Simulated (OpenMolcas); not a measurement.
**Nb⁴⁺ among point charges: CASSCF and CASPT2 levels and susceptibility**

How does a field of 6 point charges split the states of Nb⁴⁺, and what χT follows?

Program: OpenMolcas 26.06. Level of theory: state-averaged CASSCF and CASPT2, spin-orbit coupling by RASSI with atomic mean-field integrals. These are calculated values, not measurements, unless marked.

**1. Starting point**

* Species: Nb⁴⁺ (niobium, Z = 41, 37 electrons)
* Basis: ANO-RCC-VDZP [6s5p3d1f], 43 functions
* Scalar Hamiltonian: DKH2, point nucleus
* Inactive shells: 1s 2s 2p 3s 3p 3d 4s 4p
* Active space: 1 electron in 5 orbitals (4d)
* Some configurations of this space: 4d
* Orbitals: optimised for each spin and parity, averaged over all roots

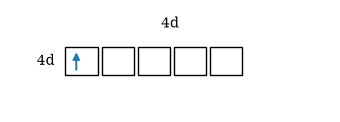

The shells outside the core, filled by Hund's rule for the drawing.

The ion sits among 6 point charges of -1.5 e arranged as an octahedron (Oh), 2.07 Å from the ion.

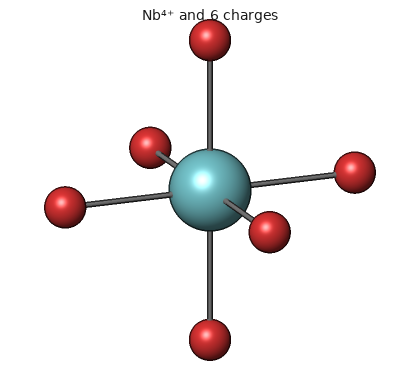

The ion and the point charges (red).

The work runs as a chain of OpenMolcas steps in one folder; each step below is one input file. Labels, J, g values, rates, χT and fits are worked out afterwards by a script from the matrices that RASSI stores. The input lists half of the charges; inversion (Group=XYZ) makes the rest.

**2. One- and two-electron integrals**

a.inp

```
&GATEWAY
Coord
1

Nb 0.0 0.0 0.0
Basis=ANO-RCC-VDZP
Group=XYZ
NoMove
AngMom=0.0 0.0 0.0
AMFI
XField
3 Angstrom 0
2.070000 0.000000 0.000000 -1.500000
0.000000 2.070000 0.000000 -1.500000
0.000000 0.000000 2.070000 -1.500000
&SEWARD
```

Launch:

```
OMP_NUM_THREADS=1 MOLCAS_MEM=1689 MOLCAS_PROJECT=a pymolcas a.inp > a.log
```

**3. CASSCF: doublets of even parity, 5 roots**

a.inp

```
&RASSCF
FileOrb=start.orb
Symmetry=1
Spin=2
nActEl=1 0 0
Inactive=9 9
Ras2=5 0
CIRoot=5 5 1
SDav=5
CIMx=300
Iter=120 100
PrWF=0.3
OrbListing=Nothing
MaxOrb=0
>>> COPY $Project.JobIph JOB001
```

start.orb holds the contracted functions of the basis, ordered by shell, or the orbitals of the step before.

**4. State interaction with spin-orbit coupling**

a.inp

```
&RASSI
NrOfJobIphs=1 5
1 2 3 4 5
IphNames
JOB001
EJob
SpinOrbit
DIPRint=1.0
SOCoupling=1000.0
Subsets=2
Property=9
'ANGMOM' 1 'ANGMOM' 2 'ANGMOM' 3 'MLTPL  1' 1 'MLTPL  1' 2 'MLTPL  1' 3
'AMFI' 1 'AMFI' 2 'AMFI' 3
SOProperty=3
'ANGMOM' 1 'ANGMOM' 2 'ANGMOM' 3
```

**5. CASPT2: IPEA 0.25, imaginary shift 0.1 (closed shells correlated: 4s 4p)**

a.inp

```
>>> COPY JOB001 $Project.JobIph
&CASPT2
Multistate=5 1 2 3 4 5
NoMult
Frozen=8 6
IPEA=0.25
Imaginary=0.1
MaxIter=60
WThr=0.0 0.3 0.05
PrWF=0.5
NoMix
```

(Steps that only read results are left out.)

Before running it: what results should come out? Wanted: spin-free ground state; first state of the same spin within the active space; lowest level; next level.

**Answer**, as computed:

| quantity | value |
| --- | --- |
| method | SS-CASPT2, IPEA 0.25, imaginary shift 0.1 (closed shells correlated: 4s 4p) |
| spin-free ground state | 2T2, 3-fold in its orbital part |
| first state of the same spin within the active space | 2E at 9450 cm⁻¹ |
| lowest level | 4-fold Γ8 |
| next level | 1134.3 cm⁻¹ |
| χT at 300 K | 0.15 cm³ K/mol |
| effective moment at 300 K | 1.10 μB |

Cost by method:

```tsv
method	time of its own steps	time with the reference
A. CASSCF	1.5 s	1.5 s
B. SS-CASPT2, IPEA 0.25, imaginary shift 0.1, +4s 4p	0.36 s	1.8 s
```

Times are of one thread on a shared host.

In words: The spin-free ground state (2T2) comes to 100 % from free-ion D terms and keeps the highest spin of the shell. χT at 300 K is 0.15, against 0.38 cm³ K/mol for the spin alone, so orbital moment lowers it. A ligand-field fit to the states below 45000 cm-1 gives 10Dq = 9452 cm-1, the gap between the two states. CASPT2 does not keep the components of a term degenerate, and the means are used. The field of point charges can differ much from that of real complexes. Point charges carry no covalency, so the field is a model and not that of real ligands.
